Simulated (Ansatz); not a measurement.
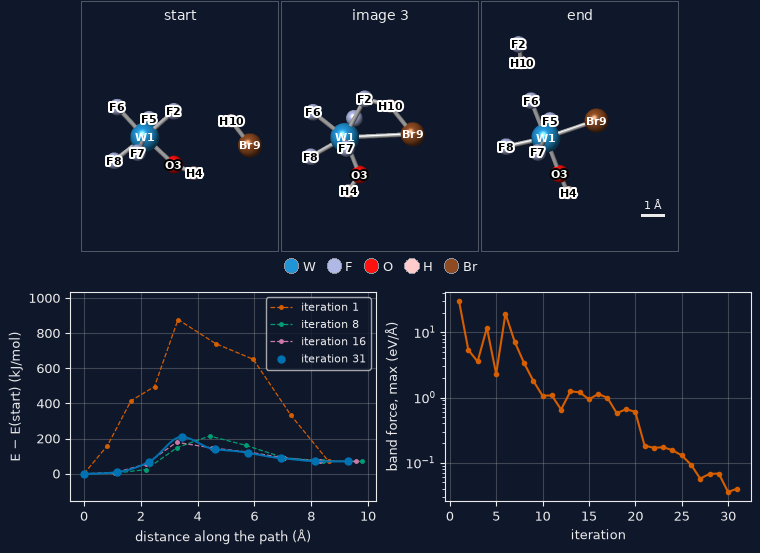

A search for the minimum-energy path of WH$_{2}$OBrF$_{5}$, made up at the start of WHOF5 and HBr by the nudged elastic band. Images are numbered from 0 (start) to 8 (end). The plot follows the band through its iterations. The picture is a ball-and-stick view, seen at a tilt.

Computed with RHF/def2-SVP in Ansatz. Run with 7 movable images; climbing image; force threshold 0.05 eV/Å; iteration limit 60; starting path through a guess of the saddle point.

> Did the band converge, and can the barrier be trusted?

The result is final at these settings. The band converged in 31 iterations. The largest component of the band force went from 30 to 0.04 eV/Å. The climbing image converged on the top of the path. Its vibrational analysis gives one imaginary mode (1276i cm⁻¹), as a transition state must have. The first iteration put the highest image at 877.8 kJ/mol. The highest point, image 3, lies 209.8 kJ/mol above the start and 140.1 kJ/mol above the end; the end is at +69.7 kJ/mol relative to the start.

Limits of the set-up: the start holds two separate molecules, 2.6 Å apart at their closest, whose relative position is a soft coordinate and is computed without a dispersion correction; Hartree-Fock leaves out electron correlation.

The run took 17 min on 4 threads of Arm Neoverse N1, with other jobs on the host, peak memory 0.65 GiB.
